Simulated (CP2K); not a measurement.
Band structure of MgTl (Pm-3m, 2 atoms in the cell).

```xyz
2
Lattice="3.6378 0.0000 0.0000 0.0000 3.6378 0.0000 0.0000 0.0000 3.6378" Properties=species:S:1:pos:R:3 pbc="T T T"
Mg     0.0000     0.0000     0.0000
Tl     1.8189     1.8189     1.8189
```

Computed with CP2K with PBEsol, GPW, DZVP-MOLOPT-SR-GTH basis, GTH-PBE potentials (GTH_POTENTIALS).

Settings: CUTOFF = 1000 Ry; REL_CUTOFF = 40 Ry; SMEAR/METHOD = GAUSSIAN; SIGMA = 0.272 eV; KPOINTS/SCHEME = MONKHORST-PACK 7 7 7; XC_FUNCTIONAL = PBE:PBESOL; Mg/BASIS_SET = DZVP-MOLOPT-SR-GTH; Mg/POTENTIAL = GTH-PBE-q10; Tl/BASIS_SET = DZVP-MOLOPT-SR-GTH; Tl/POTENTIAL = GTH-PBE-q13; METHOD = GPW; EPS_DEFAULT = 1e-10; EXTRAPOLATION = USE_GUESS; NGRIDS = 5.

The starting cell comes from a database of computed structures (which also holds hypothetical and non-ambient phases and stackings), without a prior relaxation at this level. Spin-orbit coupling is off. Values carry the incompleteness of an atom-centred basis. The potentials were made for another functional than the one used.

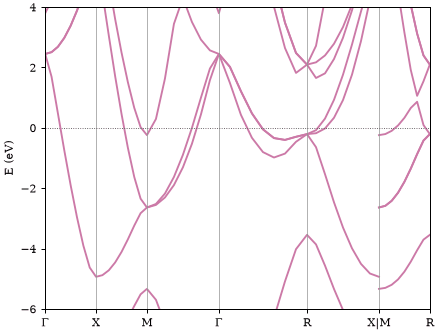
Bands along the path, energies from the Fermi level.

Levels in eV from the Fermi level, bands 8 to 13:
| point | 8 | 9 | 10 | 11 | 12 | 13 |
|---|---|---|---|---|---|---|
| Γ | -11.20 | -11.20 | -9.58 | 2.45 | 2.45 | 2.45 |
| X | -11.31 | -11.19 | -7.32 | -4.93 | 5.35 | 5.35 |
| M | -11.32 | -11.01 | -5.33 | -2.64 | -2.64 | -0.24 |
| R | -11.00 | -11.00 | -3.55 | -0.21 | -0.21 | -0.21 |

Bands cross the Fermi level along this path, so the cell is metallic at this level.

Higher empty bands are left out: an atom-centred basis made for the valence describes them poorly.
